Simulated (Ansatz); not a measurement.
Relaxed TiC (rock salt):

```xyz
4
Lattice="0.0000 4.3285 4.3285 2.1643 0.0000 2.1643 2.1643 2.1643 0.0000" Properties=species:S:1:pos:R:3 pbc="T T T"
C      0.0000     0.0000     0.0000
C      2.1643     2.1643     4.3285
Ti     2.1643     2.1643     2.1643
Ti     2.1643     4.3285     4.3285
```

The atoms are displaced by Q × the pattern below (from a DFPT mode at L = (0.5, 0.0, 0.0), largest move 1; Q in Å), at fixed cell. It is one choice among 2 degenerate patterns. (q is in reciprocal vectors of the primitive cell; the cell shown is doubled to hold the pattern.)

```json
[
 {"atom": "C1", "x": "0.285", "y": "-0.520", "z": "0.805"},
 {"atom": "C2", "x": "-0.285", "y": "0.520", "z": "-0.805"}
]
```

Atoms not listed stay in place.

These are r2SCAN (plane waves to 500 eV, PAW, scalar-relativistic; Ansatz, an electronic-structure program) values and carry that method's errors. k mesh 9×18×18 (Γ-centred), Fermi-Dirac smearing 0.05 eV. E stands for the smeared free energy. With partly filled bands, energies and forces of such displacements shift with the k mesh and the smearing. The PAW data are Ansatz's earlier set. TiC is run without spin polarisation. TiC was relaxed with its symmetry unable to fall. ΔE is measured from the undisplaced structure.

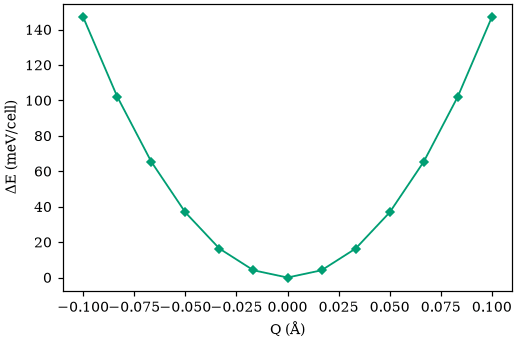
Figure. ΔE (meV/cell) against Q (Å); markers are the computed points, lines only join them.

What is the energy change at Q = 0.100 Å?

About 150 meV/cell.

What harmonic wavenumber does the curvature at Q = 0 give?

About 580 cm⁻¹.

(A displaced cell: forces are minus the slopes of the energy, force constants its curvatures, and phonons follow from these.)
